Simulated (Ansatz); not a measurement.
Input

```
basis:
  gaussian:
    orbitals: def2-SVPD
crystal:
  periodic: [false, false, false]
  atoms:
    - {symbol: C, position_ang: [-2.150952, -0.558844, 1.884604]}
    - {symbol: C, position_ang: [-2.301457, 0.213622, 0.571178]}
    - {symbol: C, position_ang: [-0.952706, 0.491946, -0.100713]}
    - {symbol: F, position_ang: [1.726635, 1.362950, 0.029801]}
    - {symbol: Ge, position_ang: [0.222512, 1.795518, 0.890210]}
    - {symbol: H, position_ang: [-3.127642, -0.746734, 2.374138]}
    - {symbol: H, position_ang: [-1.519688, -0.001282, 2.612246]}
    - {symbol: H, position_ang: [-1.661473, -1.541195, 1.717796]}
    - {symbol: H, position_ang: [-2.970797, -0.352352, -0.114104]}
    - {symbol: H, position_ang: [-2.831227, 1.173748, 0.768353]}
    - {symbol: H, position_ang: [-1.080573, 0.961233, -1.106349]}
    - {symbol: H, position_ang: [-0.368950, -0.438454, -0.281191]}
hamiltonian:
  xc: {name: PBE0}
output:
  forces: true
  orbitals: {seedname: orbitals}
```

Command:

```sh
ansatz run input.yaml --threads 2 --pin off --max-ram 4350MiB --events-out events.jsonl --progress --plain --runs-dir runs
```

Geometry: PBE-D3(BJ)/def2-SVP.

Method: Ansatz, isolated molecule in a Gaussian basis; Kohn-Sham density functional theory, functional PBE0.

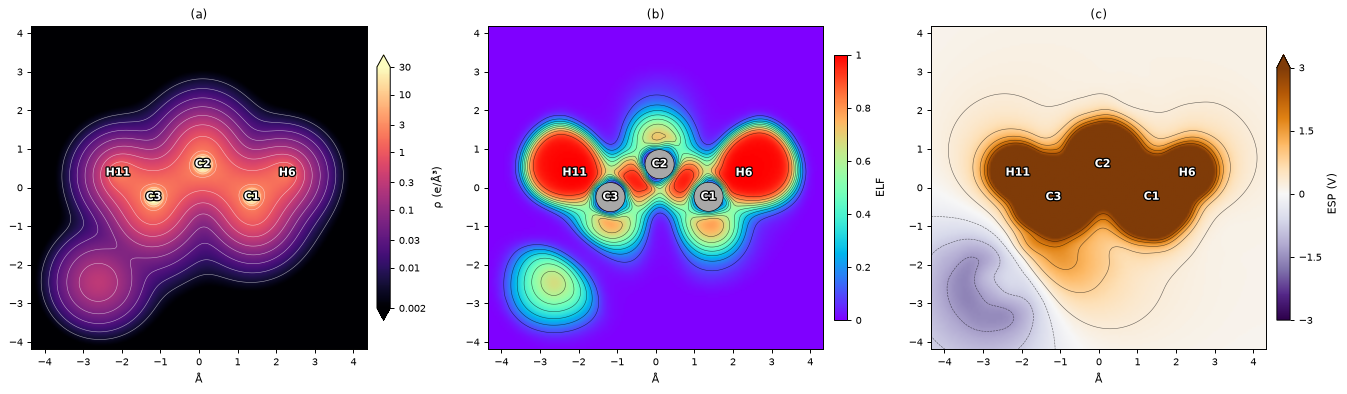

C3H7FGe. (a) electron density; (b) ELF; (c) electrostatic potential on the plane of atoms C2, C3 and H11. Grey discs cover the atomic cores in the ELF map.

> Read the bonding off the picture.

- Atoms in the plane: C and H.
- C–C (1.53 Å): ρ is about 1.6 e/Å³ halfway; the ELF peaks at about 0.95 between the atoms; localised, covalent bonding.
- C–H (1.11 Å): ρ at the midpoint is about 1.9 e/Å³; the ELF climbs to about 1 towards the hydrogen, as it does in any bond to H (an ordinary covalent bond to hydrogen).
- Outside the dense part of the molecule the potential is most negative (−1.6 V) near F4, which lies off the plane.
